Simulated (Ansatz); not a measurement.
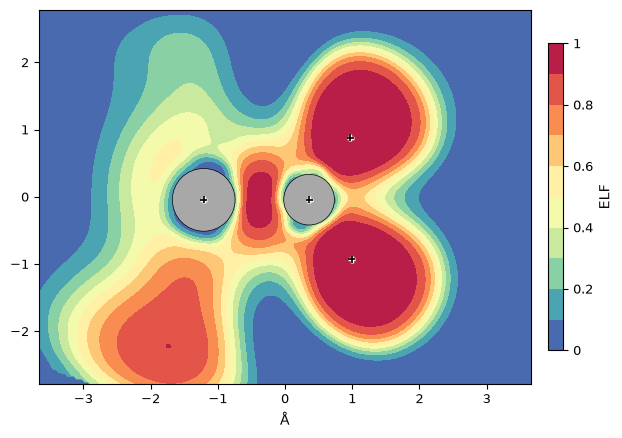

The ELF on a plane through atoms (crosses mark nuclei in the plane; grey discs cover the cores).

The calculation used isolated molecule in a Gaussian basis; Kohn-Sham density functional theory, functional PBE0 in Ansatz 0.2.0.

Candidates:
A. CH$_{5}$FGeSn (SMILES [CH3][GeH2][Sn][F])
B. C$_{2}$H$_{6}$ClGa (SMILES [CH3][Ga]([CH3])[Cl])
C. CH$_{4}$B (SMILES [BH2-]=C) (charge −1, triplet)

**Which candidate gave the map?**

Candidate C: CH$_{4}$B on the plane of atoms H4, C1 and H6, which holds C, B and H. C–B (1.57 Å): the ELF peaks at about 0.95 between the atoms; a shared electron pair. C–H (1.09 Å): the ELF climbs to about 1 towards the hydrogen, as it does in any bond to H; an ordinary covalent bond to hydrogen.
